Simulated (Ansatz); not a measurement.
## Hypothetical R3m CsPbBr3, carrier doping

The reference is CsPbBr3 (space group R3m, No. 160; a = 8.261 Å, c = 10.338 Å (hexagonal axes); a hypothetical phase, not in the database extracts checked).

Carriers are added at fixed cell with a uniform background; the Fermi–Dirac width is that of 300 K.

Computed with Kohn–Sham DFT with the PBEsol functional, run in Ansatz (a quantum-chemistry and plane-wave program) with PAW and 420 eV plane waves, no spin-orbit coupling.

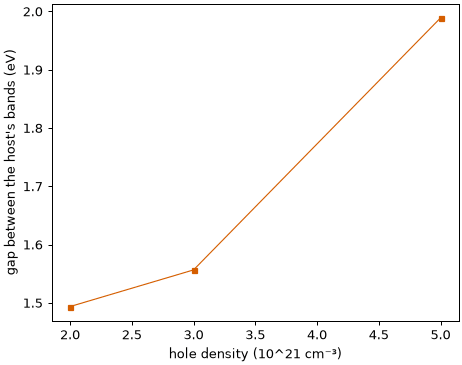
Fig. 1. Gap between the host's bands against hole density

Question: From the plot, what is the gap between the host's bands for holes 2.0×10^21 cm⁻³?

Answer: About 1.49 eV.

Question: Is the trend monotonic over the range shown?

Answer: Yes, it rises throughout, spanning 1.49 eV to 1.99 eV.

Carriers are added with a uniform compensating background; total energy and stress of such cells depend on the potential's zero and are not compared; many-body gap narrowing is missing at this level. With Pb present, leaving out spin-orbit coupling can change the band edges. Whether these cells are dynamically stable was not tested.
